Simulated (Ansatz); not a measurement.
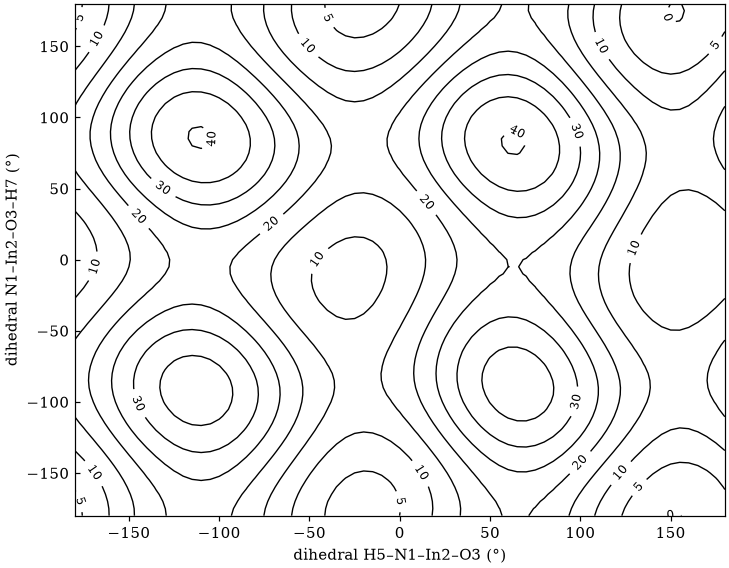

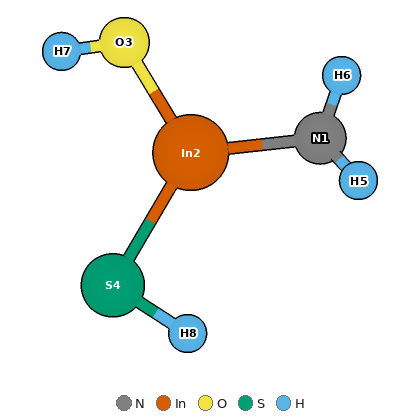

Energy landscape of H₄InNOS, SMILES [NH2][In]([OH])[SH]. 
- The first coordinate is: dihedral H5–N1–In2–O3; the second: dihedral N1–In2–O3–H7.
- Nothing is relaxed (all other coordinates rigid).
- Grid: 12 × 12 points.
- Points are written as (first, second).
- Energies: kJ/mol, counted from the lowest grid point.
- Theory: RKS SPW92 (LDA)/def2-TZVP (Ansatz).

In the figure: contour lines labelled in kJ/mol. Between grid points the surface is interpolated. The second picture is the structure at the lowest point.

> What does the map say about the system?

The lowest grid point is at (150°, −180°). There are further wells near (−30°, −180°) (3.1 kJ/mol above the lowest at that grid point); (150°, 0°) (5.9 kJ/mol above the lowest at that grid point); (−30°, 0°) (8.5 kJ/mol above the lowest at that grid point). The highest grid point, (60°, 90°), lies 40.0 kJ/mol above the lowest. On the interpolated surface the easiest way out of the lowest well to the well at about (160°, 0°) passes a barrier of about 13 kJ/mol. Round the minimum the valley is somewhat tilted: raising dihedral H5–N1–In2–O3 shifts the best value of dihedral N1–In2–O3–H7 upwards (coupling k₁₂/√(k₁₁k₂₂) about −0.2).

The input of one point:

```yaml
crystal:
  periodic: [false, false, false]
  atoms:
    - { symbol: "N", position_ang: [-0.659736, 1.440535, -0.590471] }
    - { symbol: In, position_ang: [0.213473, -0.180806, 0.18752] }
    - { symbol: O, position_ang: [1.929032, 0.19549, 1.089007] }
    - { symbol: S, position_ang: [-0.695424, -2.354488, 0.329281] }
    - { symbol: H, position_ang: [-1.234103, 1.285199, -1.419903] }
    - { symbol: H, position_ang: [-0.012181, 2.212322, -0.762895] }
    - { symbol: H, position_ang: [2.330362, -0.610915, 1.457354] }
    - { symbol: H, position_ang: [-1.825272, -1.985312, -0.324612] }
basis:
  gaussian: { orbitals: def2-TZVP }
hamiltonian:
  xc: lda
output:
  forces: true
```

Each point was launched as `ansatz run input.yaml --threads 1 --pin off --max-ram 2560MiB --backend cpu --events-out ev --progress --plain --runs-dir out`. The whole map (144 points run) took 8.1 min on 1 thread of Arm Neoverse V2, with other jobs on the host.
